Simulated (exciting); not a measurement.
# F K-edge absorption of CsSrF3, all-electron BSE, part 2 of 2

How far do the exchange and direct terms reshape the F K edge of CsSrF3?

exciting sodium; X-ray absorption, core-level Bethe-Salpeter equation, exchange and statically screened direct term, Tamm-Dancoff, all-electron LAPW+lo LDA.

So far. Step 6 (Exchange alone): Maxima (height): 3.0 eV (0.39), 8.1 eV (0.36), 9.9 eV (0.22), 14.7 eV (0.17) and 21.2 eV (0.37); 1 lower ones aren't listed. The spectrum differs from the independent-particle run by 2 % r.m.s. Step 8 (Ground state with other settings): Against the second ground state the total energy moves by 1255 meV an atom and the gap by 0.05 eV.

**9. A changed run**

The input, input.xml:

```
<input>
  <title>CsSrF3</title>
  <structure speciespath="." autormt="false" epslat="1.0e-5">
    <crystal>
      <basevect>9.0012323112 0.0000000000 0.0000000000</basevect>
      <basevect>0.0000000000 9.0012323112 0.0000000000</basevect>
      <basevect>0.0000000000 0.0000000000 9.0012323112</basevect>
    </crystal>
    <species speciesfile="Cs.xml" rmt="2.464">
      <atom coord="0.0000000000 0.0000000000 0.0000000000"/>
    </species>
    <species speciesfile="Sr.xml" rmt="2.464">
      <atom coord="0.5000000000 0.5000000000 0.5000000000"/>
    </species>
    <species speciesfile="F.xml" rmt="1.902">
      <atom coord="0.5000000000 0.5000000000 0.0000000000"/>
      <atom coord="0.5000000000 0.0000000000 0.5000000000"/>
      <atom coord="0.0000000000 0.5000000000 0.5000000000"/>
    </species>
  </structure>
  <groundstate do="skip" xctype="LDA_PW" ngridk="3 3 3" rgkmax="4.5" gmaxvr="14" nempty="8" swidth="0.001" maxscl="100" epsengy="1e-5"/>
  <xs xstype="BSE" ngridk="3 3 3" ngridq="3 3 3" vkloff="0.097 0.273 0.493" rgkmax="4.5" nempty="58" gqmax="3" lmaxapwwf="5" lmaxemat="2" broad="0.01654" tevout="true">
    <energywindow intv="23.537 25.154" points="439"/>
    <screening screentype="full" nempty="85"/>
    <BSE xas="true" xasspecies="3" xasatom="1" xasedge="K" bsetype="singlet" nstlxas="1 54"/>
    <qpointset>
      <qpoint>0 0 0</qpoint>
    </qpointset>
    <plan>
      <doonly task="xsgeneigvec"/>
      <doonly task="writepmatxs"/>
      <doonly task="scrgeneigvec"/>
      <doonly task="scrwritepmat"/>
      <doonly task="screen"/>
      <doonly task="scrcoulint"/>
      <doonly task="exccoulint"/>
    </plan>
  </xs>
</input>
```

The input, input.xml for the last start (plan only):

```
  <plan>
    <doonly task="bse"/>
  </plan>
```

Launch:

```sh
$ OMP_NUM_THREADS=1 mpirun -n 4 exciting
$ OMP_NUM_THREADS=4 exciting
```

Numbers of over 12 decimals in the logs are rounded to 6 here.

What it wrote:

```text
| EXCITING SODIUM started for task xsgeneigvec ( 301)                          =
One-shot GS runs for BSE calculations
One-shot GS runs for k+qmt/2 grids
Info(xsgeneigvec): Generating eigenvectors for Q-point      1
Info(xsgeneigvec): Generation of eigenvectors finished
| EXCITING SODIUM started for task writepmatxs ( 320)                          =
Info(writepmatxs): Momentum matrix elements finished
| EXCITING SODIUM started for task scrgeneigvec ( 401)                         =
One-shot GS runs for BSE calculations
One-shot GS runs for k+qmt/2 grids
[...]
Info(setup_bse_block): Setting up RR part of hamiltonian
Info(setup_bse_block): Singlet spin state
Info(bse): Diagonalizing RR Hamiltonian (TDA)
Info(bse): Invoking Lapack routine ZHEEVR
      2916 eigen solutions found in the interval:
         i1=       1 i2=    2916
Info(bse): Writing excition energies and oscillator strengths to text file.
Info(makespectrum_dist): Making spectrum using formula for coupling with time reversed AR basis.
Info(makespectrum_dist): Using formalism for vanishing momentum transfer.
Info(writederived): Writing quantities derived from the macroscopic dielectric function.
Info(bselauncher): Spectrum finished for iqmt=  1
Info(bselauncher): All done for BSE type singlet
```

Elapsed: 26 min, on 4 MPI ranks of Intel Xeon at 2.50GHz (Skylake/Cascade Lake), shared host.

The input has a fault: the basis cutoff rgkmax is far too low. The spectrum differs from the singlet run by 36 % r.m.s. Moving the earlier curve by +0.4 eV leaves 10 %. The highest maximum lies at -0.3 eV (1.01), against -0.7 eV (1.00). The first bright state moves from -0.73 to -0.39 eV. The lowest bare transition of this run lies at 0.80 eV, against 0.49. A small basis shifts bands and core levels against each other.

```csv
E (eV),first run,this run
-4.0,0.02,0.02
-3.0,0.05,0.04
-2.0,0.12,0.08
-1.0,0.68,0.34
0.0,0.53,0.79
1.0,0.22,0.34
2.0,0.17,0.18
3.0,0.31,0.22
4.0,0.37,0.43
5.0,0.15,0.19
6.0,0.13,0.14
7.0,0.14,0.14
8.0,0.17,0.13
9.0,0.09,0.19
10.0,0.07,0.10
11.0,0.08,0.07
12.0,0.18,0.08
13.0,0.13,0.17
14.0,0.10,0.12
15.0,0.13,0.11
16.0,0.18,0.17
17.0,0.18,0.16
18.0,0.22,0.21
19.0,0.22,0.25
20.0,0.13,0.19
21.0,0.11,0.11
22.0,0.10,0.11
23.0,0.07,0.09
```

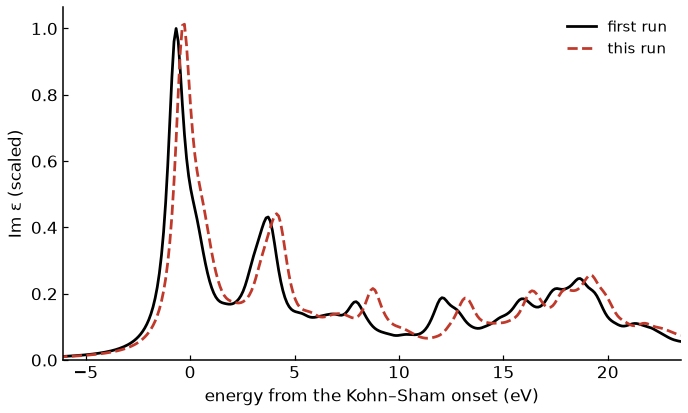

This run beside the first singlet run.

**10. From independent particles to the full kernel**

| level | curve passes 0.15 (eV) | highest maximum (eV) | its height |
| --- | --- | --- | --- |
| IP | 1.7 | 3.0 | 0.40 |
| RPA | 1.8 | 3.0 | 0.39 |
| singlet | -1.8 | -0.7 | 1.00 |

| E (eV) | IP | RPA | singlet |
| --- | --- | --- | --- |
| -4.0 | 0.01 | 0.01 | 0.02 |
| -3.0 | 0.01 | 0.01 | 0.05 |
| -2.0 | 0.01 | 0.01 | 0.12 |
| -1.0 | 0.01 | 0.01 | 0.68 |
| 0.0 | 0.03 | 0.03 | 0.53 |
| 1.0 | 0.07 | 0.07 | 0.22 |
| 2.0 | 0.20 | 0.19 | 0.17 |
| 3.0 | 0.39 | 0.38 | 0.31 |
| 4.0 | 0.31 | 0.31 | 0.37 |
| 5.0 | 0.17 | 0.17 | 0.15 |
| 6.0 | 0.17 | 0.17 | 0.13 |
| 7.0 | 0.24 | 0.24 | 0.14 |
| 8.0 | 0.34 | 0.33 | 0.17 |
| 9.0 | 0.18 | 0.18 | 0.09 |
| 10.0 | 0.21 | 0.21 | 0.07 |
| 11.0 | 0.13 | 0.13 | 0.08 |
| 12.0 | 0.09 | 0.09 | 0.18 |
| 13.0 | 0.10 | 0.10 | 0.13 |
| 14.0 | 0.14 | 0.14 | 0.10 |
| 15.0 | 0.15 | 0.15 | 0.13 |
| 16.0 | 0.11 | 0.11 | 0.18 |
| 17.0 | 0.15 | 0.15 | 0.18 |
| 18.0 | 0.15 | 0.15 | 0.22 |
| 19.0 | 0.20 | 0.20 | 0.22 |
| 20.0 | 0.25 | 0.25 | 0.13 |
| 21.0 | 0.36 | 0.36 | 0.11 |
| 22.0 | 0.27 | 0.27 | 0.10 |
| 23.0 | 0.24 | 0.24 | 0.07 |

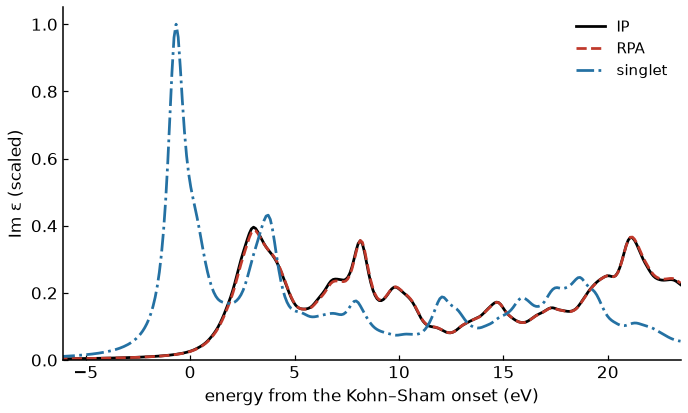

The spectrum at each level.

**11. Results**

| Item | Value |
| --- | --- |
| absorber and edge | F K, atom 3 |
| surroundings | 2 Sr at 2.38 Å (linear, site symmetry 4/mmm) |
| first bright state | -0.73 eV from the Kohn–Sham onset, on this mesh |
| highest maximum | -0.7 eV |
| cost of the BSE run | 30 min on 4 MPI ranks of Intel Xeon at 2.50GHz (Skylake/Cascade Lake), shared host; the last task ran on as many threads |

**Reading.** Is a core exciton bound? Yes on this mesh: the first bright state (over 5 % of the brightest) lies at -0.73 eV from the Kohn–Sham onset and at -1.22 eV from the lowest bare transition of its own mesh; weaker or dark states reach down to -1.50 eV. Exchange alone changes the independent-particle spectrum by 1.8 % r.m.s. Binding energies aren't converged on 27 k points, and fine structure above the first lines is partly noise of the mesh. The kernel cutoff is low for a compact core orbital, so the effect of exchange is a lower bound. The zero comes from the unshifted 3×3×3 ground-state mesh; it is exact only where the band minimum lies on that mesh. The Kohn–Sham onset, 652 eV, is no photon energy: the scale needs a rigid shift. No quasiparticle correction widens the gap or stretches the bands. Vibrations and energy-dependent lifetimes are left out. The structure is a Materials Project entry, computed there, and may be a hypothetical form.

[Banner, clock and machine lines of the logs are left out without a mark of their own.]

[Logs are printed without paths, hosts, clocks, repeated set-up lines and the standing remarks that a program may print on its own settings, such as how far it seeks lower states.]

[Hosts, paths, dates, database ids (printed as entryN), source tags and the programs' standing remarks are cut or masked in the printed files.]
